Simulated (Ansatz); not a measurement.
Consider WSe.

Input

```
crystal:
  lattice:
    - [3.5486714803, 0.0, 3.5486714803]
    - [0.0, 3.5486714803, 3.5486714803]
    - [0.0, 0.0, 7.0973429606]
  atoms:
    - { symbol: W, position: [0.0, 0.0, 0.0], spin: 1.0 }
    - { symbol: Se, position: [0.5, 0.5, 0.75] }
    - { symbol: W, position: [0.0, 0.0, 0.5], spin: -1.0 }
    - { symbol: Se, position: [0.5, 0.5, 0.25] }
basis:
  ecutwfc: 420
kpoints:
  mp_grid: { grid: [12, 12, 6] }
hamiltonian:
  xc: pbe
  hubbard: { sites: [{ species: W, l: d, u_eff: 6.2 }] }
scf:
  occupations: { method: gaussian, width: 0.1 }
output:
  forces: true
  stress: true
  eigenvalues: true
  populations: true
  write_density: true
  write_potential: true
  elf: true
  volumetric_format: npy
magnetization:
  spin_polarized: true
```

Command:

```sh
ansatz run input.yaml --threads 1 --pin off --max-ram 2560MiB --backend cpu --events-out ev --progress --plain --runs-dir out
```

Below, planes, directions and counts refer to the cell of the magnetic structure (a = 7.10 Å, b = 7.10 Å, c = 7.10 Å, α = 90.00°, β = 90.00°, γ = 90.00°).

Space group Pm-3m; started from the CsCl (B2) prototype, which need not be the ambient phase; not relaxed (largest force 1.2 eV/Å); the SCF solution may not be the lowest one; Hubbard U of 6.2 eV on W d only; the program warned that a lower state may break the symmetry and another magnetic order may lie lower; spin-polarised.

Method: DFT PBE+U, scalar-relativistic, plane waves, PAW (Ansatz).

### Predict the valence pseudo-density and spin density between the atoms.

W–Se (3.07 Å): ρ at the midpoint is about 0.21 e/Å³.
The spin density sits on W: +3.4 μB (×4) and −3.1 μB (×4) in one cell of 16 atoms, with smaller moments on Se (up to −0.19 μB): antiferromagnetic in this solution, which needn't be the ground state, with every nearest magnetic neighbour opposed. The cell of the calculation (4 atoms) carries 0.0 μB of net spin moment.

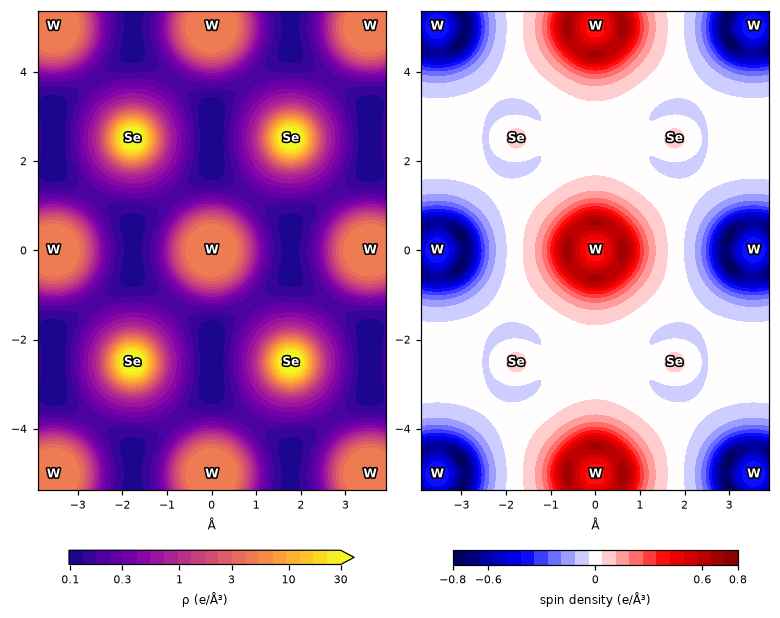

Computed valence pseudo-density and spin density on the (110) plane of the cell of the magnetic structure, in this order. 

In a PAW calculation such maps are meaningful between the atoms, not at the nuclei.
